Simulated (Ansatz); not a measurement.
# UCCSD(T)/6-31G(d) (spherical functions) run of [BH3]− (SMILES [BH3-])

Aim: the energy change on altering one bond length of [BH3]− at UCCSD(T)/6-31G* (spherical functions), from 2 runs. 

The calculation is run with Ansatz 0.2.0.

2 further runs of the same task are left out: 2 set aside as unsound or not needed.

### 1 Starting point

[BH3]− has 4 atoms, charge -1, and is taken as a doublet. SMILES: `[BH3-]`. The coordinates come from a GFN2-xTB relaxation.

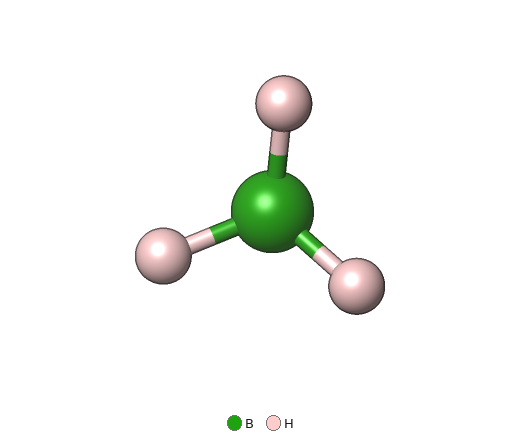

The structure, seen from a chosen angle (boron green, hydrogen pink).

### 2 The energy at UCCSD(T)/6-31G(d) (spherical functions)

input.yaml reads:

```yaml
crystal:
  periodic: [false, false, false]
  atoms:
    - {symbol: B, position_ang: [0.150430, -0.037330, -0.233800]}
    - {symbol: H, position_ang: [0.917080, 0.452560, 0.628490]}
    - {symbol: H, position_ang: [-0.279230, -1.161080, 0.118390]}
    - {symbol: H, position_ang: [-0.788270, 0.745860, -0.513080]}
basis:
  gaussian: {orbitals: 6-31G_st_-spherical.json}
scf: {omitted_lower_state_checks: [cluster_reference, increment]}
correlation: {method: ccsd_t, frozen_orbitals: {B: 1, H: 0}}
total_charge: -1
accuracy: high
magnetization: {spin_polarized: true, initial_magnetization: 1}
```

The basis set 6-31G* is read from a file made from the Basis Set Exchange's data (not shown).

Started as:

```console
ansatz run input.yaml --threads 1 --pin off --max-ram 2610MiB --events-out events.jsonl --progress --plain --runs-dir runs
```

Log, shortened:

```text
Warning: RAYON_NUM_THREADS=1 ignored (pool sized by the plan → 1); use --threads N
Functional definition: HF
  name "HF"
[...]
417 factors; integrals over basis functions are off by at most 3.9e-9 eV
[...]
mean field -716.45915170 eV, -26.3293881916 hartree, gradient 2.4e-8 eV, S^2 0.757786; 0 other end points of the search recorded, 0 dependent functions left out
1 core orbitals not correlated: weight in the atoms' cores, before any rotation towards them, 1.000 or more for the frozen orbitals, at most 0.000 for the correlated occupied ones
reference -716.45915170 eV, -26.3293881916 hartree; 4, 3 occupied and 15, 16 virtual orbitals, 417 factors
second order -2.22688703 eV of doubles, -0.00000000 eV of singles
cycle   1  -2.61391691 eV  change   -3.9e-1 eV  update   4.8e-2
[...]
cycle  19  -2.77991822 eV  change  -1.3e-11 eV  update  3.2e-10
perturbative correction -0.05285996 eV, -0.0019425678 hartree
Total energy: -719.29192989 eV, -26.4334908698 hartree
Checks for a lower state left out: cluster_reference, increment
```

It took 0.24 s on 1 thread of Arm Neoverse V1, shared host.

### 3 The distorted shape, same level

run.yaml reads:

```yaml
crystal:
  periodic: [false, false, false]
  atoms:
    - {symbol: B, position_ang: [0.257854, 0.243631, -0.321855]}
    - {symbol: H, position_ang: [1.024504, 0.733521, 0.540435]}
    - {symbol: H, position_ang: [-0.279230, -1.161080, 0.118390]}
    - {symbol: H, position_ang: [-0.680846, 1.026821, -0.601135]}
basis:
  gaussian: {orbitals: 6-31G_st_-spherical.json}
total_charge: -1
magnetization: {spin_polarized: true, initial_magnetization: 1}
correlation: {method: ccsd_t, frozen_orbitals: {B: 1, H: 0}}
accuracy: high
scf: {omitted_lower_state_checks: [cluster_reference, increment]}
```

The basis set 6-31G* is read from a file made from the Basis Set Exchange's data (not shown).

Started as:

```console
ansatz run run.yaml --threads 1 --pin off --max-ram 2610MiB --events-out events.jsonl --progress --plain --runs-dir runs
```

Log, shortened:

```text
Warning: RAYON_NUM_THREADS=1 ignored (pool sized by the plan → 1); use --threads N
[... 2 set-up lines as earlier in the session ...]
[...]
417 factors; integrals over basis functions are off by at most 2.7e-9 eV
[...]
mean field -715.84664176 eV, -26.3068788665 hartree, gradient 7.6e-9 eV, S^2 0.760519; 0 other end points of the search recorded, 0 dependent functions left out
1 core orbitals not correlated: weight in the atoms' cores, before any rotation towards them, 1.000 or more for the frozen orbitals, at most 0.000 for the correlated occupied ones
reference -715.84664176 eV, -26.3068788665 hartree; 4, 3 occupied and 15, 16 virtual orbitals, 417 factors
second order -2.18006410 eV of doubles, -0.00000000 eV of singles
cycle   1  -2.57586510 eV  change   -4.0e-1 eV  update   5.6e-2
[...]
cycle  22  -2.77965587 eV  change  -1.9e-10 eV  update  5.3e-10
perturbative correction -0.06188853 eV, -0.0022743615 hartree
Total energy: -718.68818616 eV, -26.4113036970 hartree
Checks for a lower state left out: cluster_reference, increment
```

Wall time 0.26 s (1 thread of Arm Neoverse V1, shared host).

### 4 Outcome

Level: UCCSD(T)/6-31G* (spherical functions), 1 core orbital frozen.

| quantity | value |
| --- | --- |
| first shape: total energy | -26.43349 Eh |
| first shape: correlation energy (1 core orbital frozen) | -104.1 mEh |
| first shape: (T) correction | -1.94 mEh |
| first shape: ⟨S²⟩ of the reference determinant | 0.758 |
| first shape: T1 diagnostic | 0.012 |
| distorted shape: total energy | -26.41130 Eh |
| distorted shape: correlation energy (1 core orbital frozen) | -104.4 mEh |
| distorted shape: (T) correction | -2.27 mEh |
| distorted shape: ⟨S²⟩ of the reference determinant | 0.761 |
| distorted shape: T1 diagnostic | 0.016 |
| energy change with the B1–H3 bond stretched from 1.254 to 1.567 Å | 0.604 eV |

With the B1–H3 bond stretched from 1.254 to 1.567 Å the energy rises by 0.60 eV (13.9 kcal/mol). The first shape isn't relaxed at this level, so the change isn't measured from a minimum. The triples (first shape) make up 1.9 % of the correlation energy. The triples (distorted shape) make up 2.2 % of the correlation energy.
